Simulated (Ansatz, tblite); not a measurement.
# GaCl2F: a ladder of methods and basis sets, part 2 of 2

Aim: run the singlet of GaCl2F at one geometry on many levels, and compare frontier levels, spin and run time.

Ansatz 0.2.0, Gaussian basis; as each input shows. Earlier steps stand in the parts before.

### Step 15. LC-ωPBE(0.20)/def2-TZVP

Contents of in.yaml:

```yaml
crystal:
  periodic: [false, false, false]
  atoms:
    - {symbol: Ga, position_ang: [-0.035702, -0.059937, -0.000356]}
    - {symbol: Cl, position_ang: [2.076529, -0.145464, 0.014521]}
    - {symbol: Cl, position_ang: [-1.116604, 1.756794, -0.015470]}
    - {symbol: F, position_ang: [-0.924224, -1.551393, 0.001315]}
basis:
  gaussian: {orbitals: def2-TZVP, initial_orbitals: start.molden}
hamiltonian: {xc: {name: LC-wPBE, parameters: {omega: 0.2/bohr}}}
scf: {omitted_lower_state_checks: [starts]}
output: {orbitals: {seedname: orbitals}}
```

Run with:

```console
$ ansatz run in.yaml --threads 4 --pin off --events-out ev --progress --plain --max-ram 3916MiB
```

Log:

```text
Functional definition: LC-wPBE
  name "LC-wPBE"
  cite "Vydrov & Scuseria, J. Chem. Phys. 125, 234109 (2006) doi:10.1063/1.2409292"
  cite "Heyd & Scuseria, J. Chem. Phys. 120, 7274 (2004) doi:10.1063/1.1668634"
  cite "Ernzerhof & Perdew, J. Chem. Phys. 109, 3313 (1998) doi:10.1063/1.476928"
  cite "Perdew, Burke & Ernzerhof, Phys. Rev. Lett. 77, 3865 (1996) doi:10.1103/PhysRevLett.77.3865"
  parent pbe
  parameter omega = 0.4/bohr
  exchange = pbe_x_sr(omega) + exact_x_lr(omega)
  correlation = pbe_c
  with omega = 0.2/bohr from the input
these checks for a lower state are left out or cut short: starts
1036 factors; their error is unknown
117 factors; integrals over basis functions are off by at most 5.3e-6 eV
mean field evaluation 1: about -80128.5191 eV, gradient 1.5e1 eV
mean field evaluation 2: about -80128.6451 eV, gradient 1.4e-1 eV
mean field evaluation 4: about -80128.6379 eV, gradient 1.4e-4 eV
mean field -80128.63794193 eV, -2944.6731312243 hartree, gradient 2.2e-5 eV, S^2 0.000000; 0 other end points of the search recorded, 0 dependent functions left out
reference -80128.63794195 eV, -2944.6731312251 hartree; 37, 37 occupied and 116, 116 virtual orbitals, 1036 factors
Total energy: -80128.63794195 eV, -2944.6731312251 hartree
Checks for a lower state left out: starts
```

Wall time 1.3 s (4 threads of Arm Neoverse V1, shared host).

From the report: HOMO -10.97 eV, LUMO -0.73 eV.

### Step 16. LC-ωPBE(0.30)/def2-TZVP

Changes to in.yaml since step 15:

```diff
@@ -9,3 +9,3 @@
   gaussian: {orbitals: def2-TZVP, initial_orbitals: start.molden}
-hamiltonian: {xc: {name: LC-wPBE, parameters: {omega: 0.2/bohr}}}
+hamiltonian: {xc: {name: LC-wPBE, parameters: {omega: 0.3/bohr}}}
 scf: {omitted_lower_state_checks: [starts]}
```

Launched as before.

Log:

```text
Functional definition: LC-wPBE
  name "LC-wPBE"
  cite "Vydrov & Scuseria, J. Chem. Phys. 125, 234109 (2006) doi:10.1063/1.2409292"
  cite "Heyd & Scuseria, J. Chem. Phys. 120, 7274 (2004) doi:10.1063/1.1668634"
  cite "Ernzerhof & Perdew, J. Chem. Phys. 109, 3313 (1998) doi:10.1063/1.476928"
  cite "Perdew, Burke & Ernzerhof, Phys. Rev. Lett. 77, 3865 (1996) doi:10.1103/PhysRevLett.77.3865"
  parent pbe
  parameter omega = 0.4/bohr
  exchange = pbe_x_sr(omega) + exact_x_lr(omega)
  correlation = pbe_c
  with omega = 0.3/bohr from the input
these checks for a lower state are left out or cut short: starts
1036 factors; their error is unknown
187 factors; integrals over basis functions are off by at most 3.5e-5 eV
mean field evaluation 1: about -80129.7644 eV, gradient 1.4e1 eV
mean field evaluation 2: about -80129.8805 eV, gradient 1.4e-1 eV
mean field evaluation 4: about -80129.8729 eV, gradient 1.3e-4 eV
mean field -80129.87285215 eV, -2944.7185133381 hartree, gradient 1.3e-5 eV, S^2 0.000000; 0 other end points of the search recorded, 0 dependent functions left out
reference -80129.87285216 eV, -2944.7185133385 hartree; 37, 37 occupied and 116, 116 virtual orbitals, 1036 factors
Total energy: -80129.87285216 eV, -2944.7185133385 hartree
Checks for a lower state left out: starts
```

Run time: 1.4 s. Hardware: 4 threads of Arm Neoverse V1, shared host.

From the report: HOMO -11.89 eV, LUMO -0.13 eV.

### Step 17. PBE-D4/def2-SVP

Changes to in.yaml since step 16:

```diff
@@ -8,4 +8,4 @@
 basis:
-  gaussian: {orbitals: def2-TZVP, initial_orbitals: start.molden}
-hamiltonian: {xc: {name: LC-wPBE, parameters: {omega: 0.3/bohr}}}
+  gaussian: {orbitals: def2-SVP, initial_orbitals: start.molden}
+hamiltonian: {xc: pbe, dispersion: d4}
 scf: {omitted_lower_state_checks: [starts]}
```

Launched as before.

Log:

```text
Functional definition: PBE
  name "PBE"
  cite "Perdew, Burke & Ernzerhof, Phys. Rev. Lett. 77, 3865 (1996) doi:10.1103/PhysRevLett.77.3865"
  parent pbe
  parameter kappa = 0.804
  parameter beta = 0.06672455060314922
  exchange = pbe_x(kappa = kappa, mu = beta*pi^2/3)
  correlation = pbe_c(beta = beta)
these checks for a lower state are left out or cut short: starts
893 factors; their error is unknown
mean field evaluation 1: about -80106.5503 eV, gradient 1.1e1 eV
mean field evaluation 2: about -80106.7975 eV, gradient 2.2e-1 eV
mean field evaluation 4: about -80106.7441 eV, gradient 3.2e-2 eV
mean field -80106.74409905 eV, -2943.8685473387 hartree, gradient 1.7e-5 eV, S^2 0.000000; 0 other end points of the search recorded, 0 dependent functions left out
reference -80106.74413380 eV, -2943.8685486159 hartree; 37, 37 occupied and 45, 45 virtual orbitals, 893 factors
Total energy: -80106.85652484 eV, -2943.8726789103 hartree
Checks for a lower state left out: starts
```

Run time: 0.55 s. Hardware: 4 threads of Arm Neoverse V1, shared host.

From the report: HOMO -8.06 eV, LUMO -2.88 eV.

### Step 18. PBE0-D4/def2-SVP

Changes to in.yaml since step 17:

```diff
@@ -9,3 +9,3 @@
   gaussian: {orbitals: def2-SVP, initial_orbitals: start.molden}
-hamiltonian: {xc: pbe, dispersion: d4}
+hamiltonian: {xc: pbe0, dispersion: d4}
 scf: {omitted_lower_state_checks: [starts]}
```

The command is unchanged.

Log:

```text
Functional definition: PBE0
  name "PBE0"
  cite "Adamo & Barone, J. Chem. Phys. 110, 6158 (1999) doi:10.1063/1.478522"
  cite "Perdew, Burke & Ernzerhof, Phys. Rev. Lett. 77, 3865 (1996) doi:10.1103/PhysRevLett.77.3865"
  parent pbe
  parameter a = 0.25
  parameter kappa = 0.804
  parameter beta = 0.06672455060314922
  exchange = (1 - a)*pbe_x(kappa = kappa, mu = beta*pi^2/3) + a*exact_x
  correlation = pbe_c(beta = beta)
these checks for a lower state are left out or cut short: starts
762 factors; integrals over basis functions are off by at most 6.1e-4 eV
mean field evaluation 1: about -80109.7660 eV, gradient 7.6e0 eV
mean field evaluation 2: about -80109.8806 eV, gradient 8.6e-2 eV
mean field evaluation 4: about -80109.9107 eV, gradient 1.6e-4 eV
mean field -80109.91072519 eV, -2943.9849187028 hartree, gradient 1.3e-5 eV, S^2 0.000000; 0 other end points of the search recorded, 0 dependent functions left out
reference -80109.91075084 eV, -2943.9849196457 hartree; 37, 37 occupied and 45, 45 virtual orbitals, 762 factors
Total energy: -80110.00726489 eV, -2943.9884664714 hartree
Checks for a lower state left out: starts
```

It took 0.8 s on 4 threads of Arm Neoverse V1, shared host.

HOMO -9.58 eV, LUMO -1.96 eV.

### Step 19. PBE0-D4/def2-TZVPD

Changes to in.yaml since step 18:

```diff
@@ -8,3 +8,3 @@
 basis:
-  gaussian: {orbitals: def2-SVP, initial_orbitals: start.molden}
+  gaussian: {orbitals: def2-TZVPD, initial_orbitals: start.molden}
 hamiltonian: {xc: pbe0, dispersion: d4}
```

The command is unchanged.

Log:

```text
Functional definition: PBE0
  name "PBE0"
  cite "Adamo & Barone, J. Chem. Phys. 110, 6158 (1999) doi:10.1063/1.478522"
  cite "Perdew, Burke & Ernzerhof, Phys. Rev. Lett. 77, 3865 (1996) doi:10.1103/PhysRevLett.77.3865"
  parent pbe
  parameter a = 0.25
  parameter kappa = 0.804
  parameter beta = 0.06672455060314922
  exchange = (1 - a)*pbe_x(kappa = kappa, mu = beta*pi^2/3) + a*exact_x
  correlation = pbe_c(beta = beta)
these checks for a lower state are left out or cut short: starts
1237 factors; their error is unknown
mean field evaluation 1: about -80128.4578 eV, gradient 8.3e0 eV
mean field evaluation 2: about -80128.5157 eV, gradient 1.1e-1 eV
mean field evaluation 4: about -80128.7496 eV, gradient 2.0e-4 eV
mean field -80128.74961338 eV, -2944.6772350746 hartree, gradient 2.1e-5 eV, S^2 0.000000; 0 other end points of the search recorded, 0 dependent functions left out
reference -80128.74966541 eV, -2944.6772369865 hartree; 37, 37 occupied and 149, 149 virtual orbitals, 1237 factors
Total energy: -80128.84617945 eV, -2944.6807838121 hartree
Checks for a lower state left out: starts
```

Run time: 2.3 s. Hardware: 4 threads of Arm Neoverse V1, shared host.

HOMO -9.76 eV, LUMO -2.23 eV.

### Step 20. PBE-D4/def2-TZVPD

Changes to in.yaml since step 19:

```diff
@@ -9,3 +9,3 @@
   gaussian: {orbitals: def2-TZVPD, initial_orbitals: start.molden}
-hamiltonian: {xc: pbe0, dispersion: d4}
+hamiltonian: {xc: pbe, dispersion: d4}
 scf: {omitted_lower_state_checks: [starts]}
```

Same command.

Log:

```text
Functional definition: PBE
  name "PBE"
  cite "Perdew, Burke & Ernzerhof, Phys. Rev. Lett. 77, 3865 (1996) doi:10.1103/PhysRevLett.77.3865"
  parent pbe
  parameter kappa = 0.804
  parameter beta = 0.06672455060314922
  exchange = pbe_x(kappa = kappa, mu = beta*pi^2/3)
  correlation = pbe_c(beta = beta)
these checks for a lower state are left out or cut short: starts
1133 factors; their error is unknown
mean field evaluation 1: about -80125.5284 eV, gradient 1.7e1 eV
mean field evaluation 2: about -80125.7469 eV, gradient 3.2e-1 eV
mean field evaluation 4: about -80125.7231 eV, gradient 6.3e-2 eV
mean field -80125.72307991 eV, -2944.5660120211 hartree, gradient 2.8e-5 eV, S^2 0.000000; 0 other end points of the search recorded, 0 dependent functions left out
reference -80125.72314712 eV, -2944.5660144909 hartree; 37, 37 occupied and 149, 149 virtual orbitals, 1133 factors
Total energy: -80125.83553816 eV, -2944.5701447853 hartree
Checks for a lower state left out: starts
```

Run time: 1.4 s. Hardware: 4 threads of Arm Neoverse V1, shared host.

Report: HOMO -8.32 eV, LUMO -3.18 eV.

### Step 21. r2SCAN-D4/def2-TZVPD

Changes to in.yaml since step 20:

```diff
@@ -9,3 +9,3 @@
   gaussian: {orbitals: def2-TZVPD, initial_orbitals: start.molden}
-hamiltonian: {xc: pbe, dispersion: d4}
+hamiltonian: {xc: r2scan, dispersion: d4}
 scf: {omitted_lower_state_checks: [starts]}
```

Launched as before.

Log:

```text
Functional definition: r2SCAN
  name "r2SCAN"
  cite "Furness, Kaplan, Ning, Perdew & Sun, J. Phys. Chem. Lett. 11, 8208 (2020) doi:10.1021/acs.jpclett.0c02405"
  cite "Furness, Kaplan, Ning, Perdew & Sun, J. Phys. Chem. Lett. 11, 9248 (2020) doi:10.1021/acs.jpclett.0c03077"
  parent r2scan
  parameter k0 = 0.174
  parameter k1 = 0.065
  parameter a1 = 4.9479
  exchange = r2scan_x(k0 = k0, k1 = k1, a1 = a1)
  correlation = r2scan_c
these checks for a lower state are left out or cut short: starts
1133 factors; their error is unknown
mean field evaluation 1: about -80143.4151 eV, gradient 1.3e1 eV
mean field evaluation 2: about -80143.5030 eV, gradient 1.6e-1 eV
mean field evaluation 4: about -80143.4735 eV, gradient 3.1e-4 eV
mean field -80143.47351992 eV, -2945.2183286597 hartree, gradient 1.0e-5 eV, S^2 0.000000; 0 other end points of the search recorded, 0 dependent functions left out
reference -80143.47354569 eV, -2945.2183296067 hartree; 37, 37 occupied and 149, 149 virtual orbitals, 1133 factors
Total energy: -80143.49810481 eV, -2945.2192321376 hartree
Checks for a lower state left out: starts
```

It took 3.2 s on 4 threads of Arm Neoverse V1, shared host.

Report: HOMO -8.68 eV, LUMO -2.85 eV.

### Step 22. CCSD(T)/def2-TZVPP

Changes to in.yaml since step 21:

```diff
@@ -8,4 +8,4 @@
 basis:
-  gaussian: {orbitals: def2-TZVPD, initial_orbitals: start.molden}
-hamiltonian: {xc: r2scan, dispersion: d4}
+  gaussian: {orbitals: def2-TZVPP, initial_orbitals: start.molden}
+correlation: {method: ccsd_t}
 scf: {omitted_lower_state_checks: [starts]}
```

Launched as before.

Log:

```text
Functional definition: HF
  name "HF"
  cite "Fock, Z. Phys. 61, 126 (1930) doi:10.1007/BF01340294"
  parent pbe
  exchange = exact_x
  correlation = 0
these checks for a lower state are left out or cut short: starts
1028 factors; integrals over basis functions are off by at most 1.2e-3 eV
mean field evaluation 1: about -80052.7279 eV, gradient 4.2e1 eV
mean field evaluation 2: about -80053.6752 eV, gradient 1.4e0 eV
mean field evaluation 4: about -80053.8574 eV, gradient 1.9e-2 eV
mean field evaluation 8: about -80053.8574 eV, gradient 1.3e-6 eV
mean field -80053.85739407 eV, -2941.9249967786 hartree, gradient 5.9e-6 eV, S^2 0.000000; 0 other end points of the search recorded, 0 dependent functions left out
20 core orbitals not correlated: weight in the atoms' cores, before any rotation towards them, 1.000 or more for the frozen orbitals, at most 0.000 for the correlated occupied ones
reference -80053.85739407 eV, -2941.9249967786 hartree; 17, 17 occupied and 126, 126 virtual orbitals, 1028 factors
second order -22.76188941 eV of doubles, -0.00000000 eV of singles
cycle   1  -22.71444553 eV  change    4.7e-2 eV  update   1.1e-1
cycle   2  -23.26386897 eV  change   -5.5e-1 eV  update   3.3e-2
cycle   3  -23.37936145 eV  change   -1.2e-1 eV  update   1.7e-2
cycle   4  -23.36889793 eV  change    1.0e-2 eV  update   4.3e-3
cycle   5  -23.36337226 eV  change    5.5e-3 eV  update   1.8e-3
cycle   6  -23.36404344 eV  change   -6.7e-4 eV  update   4.7e-4
cycle   7  -23.36397177 eV  change    7.2e-5 eV  update   1.6e-4
cycle   8  -23.36391547 eV  change    5.6e-5 eV  update   4.8e-5
cycle   9  -23.36393430 eV  change   -1.9e-5 eV  update   1.7e-5
perturbative correction -0.91854828 eV, -0.0337560266 hartree
Total energy: -80078.13987665 eV, -2942.8173615542 hartree
Checks for a lower state left out: starts
```

Run time: 24 s. Hardware: 4 threads of Arm Neoverse V1, shared host; peak memory 1.2 GiB.

Hartree-Fock HOMO -13.09 eV, LUMO 1.46 eV; T1 0.012.

### Step 23. MP2/def2-TZVP

Changes to in.yaml since step 22:

```diff
@@ -8,4 +8,4 @@
 basis:
-  gaussian: {orbitals: def2-TZVPP, initial_orbitals: start.molden}
-correlation: {method: ccsd_t}
+  gaussian: {orbitals: def2-TZVP, initial_orbitals: start.molden}
+correlation: {method: mp2}
 scf: {omitted_lower_state_checks: [starts]}
```

Same command.

Log:

```text
Functional definition: HF
  name "HF"
  cite "Fock, Z. Phys. 61, 126 (1930) doi:10.1007/BF01340294"
  parent pbe
  exchange = exact_x
  correlation = 0
these checks for a lower state are left out or cut short: starts
958 factors; integrals over basis functions are off by at most 1.2e-3 eV
mean field evaluation 1: about -80052.7149 eV, gradient 4.1e1 eV
mean field evaluation 2: about -80053.6608 eV, gradient 1.4e0 eV
mean field evaluation 4: about -80053.8561 eV, gradient 1.9e-2 eV
mean field evaluation 8: about -80053.8561 eV, gradient 1.6e-6 eV
mean field -80053.85611639 eV, -2941.9249498247 hartree, gradient 7.5e-6 eV, S^2 0.000000; 0 other end points of the search recorded, 0 dependent functions left out
20 core orbitals not correlated: weight in the atoms' cores, before any rotation towards them, 1.000 or more for the frozen orbitals, at most 0.000 for the correlated occupied ones
reference -80053.85611639 eV, -2941.9249498247 hartree; 17, 17 occupied and 116, 116 virtual orbitals, 958 factors
second order -22.57901809 eV of doubles, -0.00000000 eV of singles
Total energy: -80076.43513447 eV, -2942.7547134348 hartree
Checks for a lower state left out: starts
```

It took 1.1 s on 4 threads of Arm Neoverse V1, shared host.

Report: Hartree-Fock HOMO -13.09 eV, LUMO 1.46 eV.

### Step 24. RPA/def2-TZVP

Changes to in.yaml since step 23:

```diff
@@ -9,4 +9,4 @@
   gaussian: {orbitals: def2-TZVP, initial_orbitals: start.molden}
-correlation: {method: mp2}
+hamiltonian: {xc: pbe}
+correlation: {method: rpa}
 scf: {omitted_lower_state_checks: [starts]}
-output: {orbitals: {seedname: orbitals}}
```

Same command.

Log:

```text
Functional definition: PBE
  name "PBE"
  cite "Perdew, Burke & Ernzerhof, Phys. Rev. Lett. 77, 3865 (1996) doi:10.1103/PhysRevLett.77.3865"
  parent pbe
  parameter kappa = 0.804
  parameter beta = 0.06672455060314922
  exchange = pbe_x(kappa = kappa, mu = beta*pi^2/3)
  correlation = pbe_c(beta = beta)
these checks for a lower state are left out or cut short: starts
958 factors; integrals over basis functions are off by at most 1.2e-3 eV
mean field evaluation 1: about -80125.5061 eV, gradient 1.5e1 eV
mean field evaluation 2: about -80125.6505 eV, gradient 2.0e-1 eV
mean field evaluation 4: about -80125.6489 eV, gradient 3.0e-4 eV
mean field evaluation 8: about -80125.6489 eV, gradient 2.2e-6 eV
mean field -80125.64890245 eV, -2944.5632860495 hartree, gradient 2.2e-6 eV, S^2 0.000000; 0 other end points of the search recorded, 0 dependent functions left out
20 core orbitals not correlated: weight in the atoms' cores, before any rotation towards them, 1.000 or more for the frozen orbitals, at most 0.000 for the correlated occupied ones
reference -80051.94974653 eV, -2941.8548920244 hartree; 17, 17 occupied and 116, 116 virtual orbitals, 958 factors
Total energy: -80086.91203622 eV, -2943.1397324724 hartree
Checks for a lower state left out: starts
```

Run time: 2 s. Hardware: 4 threads of Arm Neoverse V1, shared host.

### Step 25. Levels side by side

```
                  level  functions  HOMO (eV)  LUMO (eV)  gap (eV)    time
        PBE-D4/def2-SVP         82      -8.06      -2.88      5.17  0.55 s
       PBE-D4/def2-TZVP        153      -8.26      -3.05      5.20   1.1 s
      PBE-D4/def2-TZVPD        186      -8.32      -3.18      5.14   1.4 s
    revPBE-D4/def2-TZVP        153      -8.19      -2.91      5.29  0.95 s
      BLYP-D4/def2-TZVP        153      -8.08      -3.03      5.05   1.1 s
    r2SCAN-D4/def2-TZVP        153      -8.65      -2.77      5.87   2.4 s
   r2SCAN-D4/def2-TZVPD        186      -8.68      -2.85      5.83   3.2 s
       PBE0-D4/def2-SVP         82      -9.58      -1.96      7.62   0.8 s
      PBE0-D4/def2-TZVP        153      -9.72      -2.09      7.63   1.4 s
     PBE0-D4/def2-TZVPD        186      -9.76      -2.23      7.53   2.3 s
     HSE06-D4/def2-TZVP        153      -9.32      -2.46      6.85   1.6 s
     BHLYP-D4/def2-TZVP        153     -11.01      -1.18      9.83   1.6 s
      ωB97X-V/def2-TZVP        153     -12.16       0.07     12.23   3.1 s
LC-ωPBE(0.10)/def2-TZVP        153      -9.74      -1.70      8.04   1.6 s
LC-ωPBE(0.15)/def2-TZVP        153     -10.40      -1.16      9.24   1.2 s
LC-ωPBE(0.20)/def2-TZVP        153     -10.97      -0.73     10.24   1.3 s
LC-ωPBE(0.30)/def2-TZVP        153     -11.89      -0.13     11.76   1.4 s
```

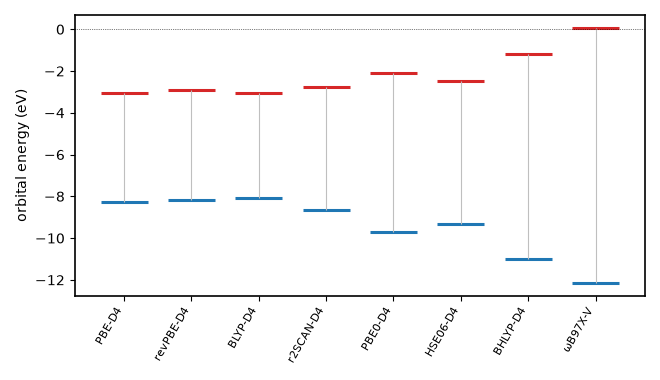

Highest filled (blue) and lowest empty (red) level in def2-TZVP.

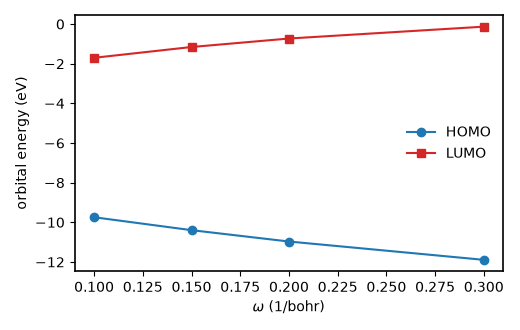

Frontier levels against the ω (1/bohr), in def2-TZVP.

The pieces so far (eV):

```
     basis           HF  MP2 correlation  CCSD correlation      (T)              total
def2-TZVPP  -80053.8574         -22.7619          -23.3639  -0.9185        -80078.1399
 def2-TZVP  -80053.8561         -22.5790                             -80076.4351 (MP2)
```

### Step 26. Binding energy

Free atoms were run apart at each level; binding is atoms less cluster, divided by the number of atoms, without zero-point or spin-orbit terms.

Differences are taken before rounding.

```
              method  binding an atom (eV)  from CCSD(T)/def2-TZVPP (eV)    time
        HF/def2-TZVP                 2.286                        -0.783        
       HF/def2-TZVPP                 2.286                        -0.783        
     PBE-D4/def2-SVP                 3.204                        +0.135  0.55 s
    PBE-D4/def2-TZVP                 3.173                        +0.103   1.1 s
   PBE-D4/def2-TZVPD                 3.168                        +0.099   1.4 s
 revPBE-D4/def2-TZVP                 3.050                        -0.019  0.95 s
   BLYP-D4/def2-TZVP                 3.012                        -0.057   1.1 s
 r2SCAN-D4/def2-TZVP                 3.172                        +0.103   2.4 s
r2SCAN-D4/def2-TZVPD                 3.172                        +0.103   3.2 s
    PBE0-D4/def2-SVP                 3.108                        +0.039   0.8 s
   PBE0-D4/def2-TZVP                 3.099                        +0.030   1.4 s
  PBE0-D4/def2-TZVPD                 3.099                        +0.030   2.3 s
  HSE06-D4/def2-TZVP                 3.103                        +0.034   1.6 s
  BHLYP-D4/def2-TZVP                 2.920                        -0.149   1.6 s
   ωB97X-V/def2-TZVP                 3.146                        +0.077   3.1 s
    B2PLYP/def2-TZVP                 3.055                        -0.014   2.5 s
  PBE-QIDH/def2-TZVP                 3.150                        +0.081   2.4 s
       RPA/def2-TZVP                 2.752                        -0.317     2 s
       MP2/def2-TZVP                 3.268                        +0.199   1.1 s
     CCSD/def2-TZVPP                 2.992                        -0.077        
  CCSD(T)/def2-TZVPP                 3.069                             0    24 s
```

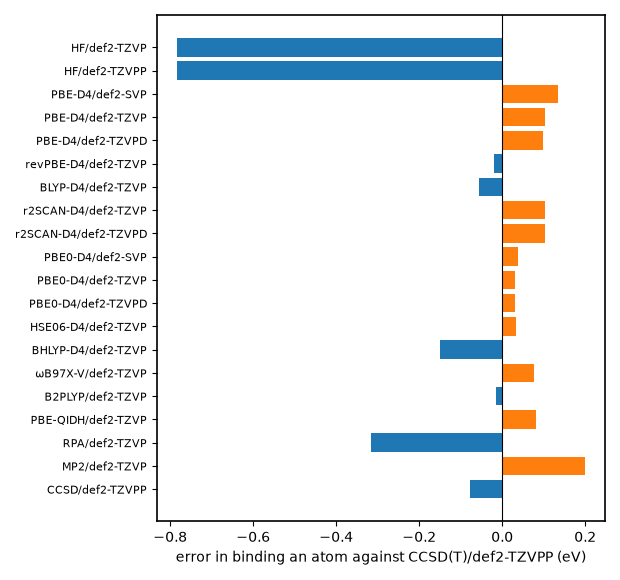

How far each level lands from CCSD(T)/def2-TZVPP.

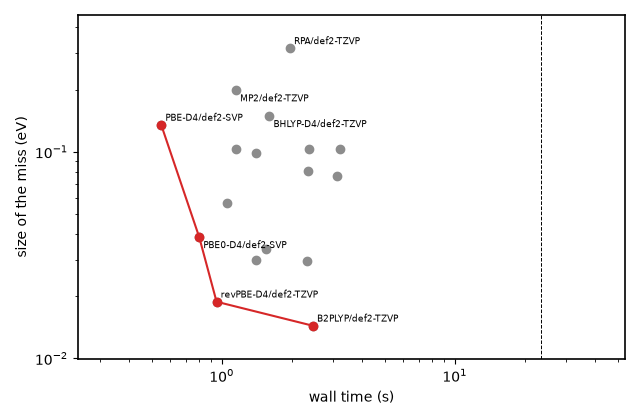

Accuracy for the time spent; red marks the levels that beat every quicker one drawn (of those quicker than the yardstick), and the dashed line is the time of CCSD(T)/def2-TZVPP. Only those levels and the largest misses are named. Times are from a shared host.

### Step 27. Outcome

This closing draws on all 2 parts.

| quantity | value |
| --- | --- |
| gap in def2-TZVP, named functionals, smallest and largest | 5.05 eV (BLYP-D4), 12.23 eV (ωB97X-V) |
| gap over the ω (1/bohr) | 8.04 eV at 0.1, 11.76 eV at 0.3 |
| correlation energy, CCSD(T)/def2-TZVPP | -24.28 eV |
| correlation energy, MP2/def2-TZVP | -22.58 eV |
| binding an atom, CCSD(T)/def2-TZVPP | 3.069 eV |
| PBE0 total energy, smallest basis above largest | 18.84 eV (def2-SVP, def2-TZVPD) |

In words: Over the named functionals in def2-TZVP the gap runs from 5.05 eV (BLYP-D4) to 12.23 eV (ωB97X-V); exact exchange widens it. Raising the ω (1/bohr) from 0.1 to 0.3 moves the HOMO by -2.15 eV and the LUMO by +1.57 eV. The functionals in def2-TZVP miss CCSD(T)/def2-TZVPP by -0.149 (BHLYP-D4) to +0.103 eV (PBE-D4) an atom. CCSD(T)/def2-TZVPP isn't at the basis-set limit; small misses against it rank nothing.

For cost: B2PLYP/def2-TZVP gets within 0.014 eV in 2.5 s, where CCSD(T)/def2-TZVPP took 24 s; the quickest level in the cost chart, PBE-D4/def2-SVP, takes 0.55 s and misses by 0.135 eV. The slowest run with a step of its own, CCSD(T)/def2-TZVPP, took 24 s; the quickest functional in def2-TZVP took 0.95 s (shared host).
